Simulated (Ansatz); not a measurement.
```yaml
atoms:
  - { symbol: F, position_ang: [1.5083, -1.2998, -1.1912] }
  - { symbol: F, position_ang: [1.8088, 1.3213, -1.3232] }
  - { symbol: Si, position_ang: [0.7925, -0.0050, -0.5863] }
  - { symbol: Si, position_ang: [1.6537, 0.7001, 1.4985] }
  - { symbol: Si, position_ang: [2.8290, 2.1090, 0.0021] }
  - { symbol: H, position_ang: [-0.5299, 0.2349, -1.1893] }
  - { symbol: H, position_ang: [0.6573, 1.4179, 2.3271] }
  - { symbol: H, position_ang: [2.4706, -0.3385, 2.1658] }
  - { symbol: H, position_ang: [2.4447, 3.5283, -0.1397] }
  - { symbol: H, position_ang: [4.2005, 1.7638, -0.4242] }
```

Geometry: B3LYP-D3(BJ)/def2-SVP.

Theory: isolated molecule in a Gaussian basis; Kohn-Sham density functional theory, functional PBE0 (Ansatz 0.2.0).

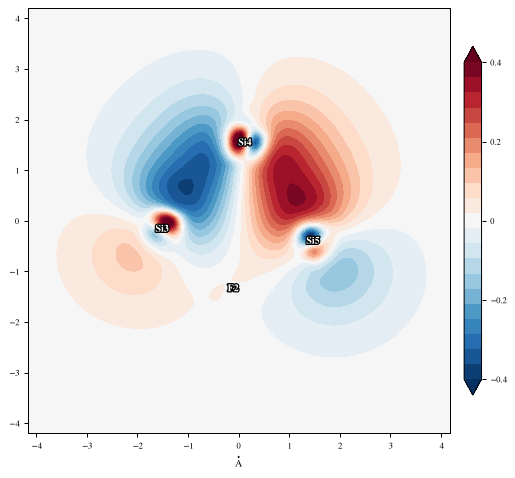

F₂H₅Si₃ (charge +1). The HOMO on the plane of atoms F2, Si3 and Si4 (values in Å⁻³ᐟ²; the overall sign is arbitrary).

Describe this orbital and give its energy.

Its weight (Hirshfeld) is mainly on Si4 (about 35 %), Si5 (about 25 %), Si3 (about 20 %) and H6 (about 5 %). Its energy is −13.33 eV.
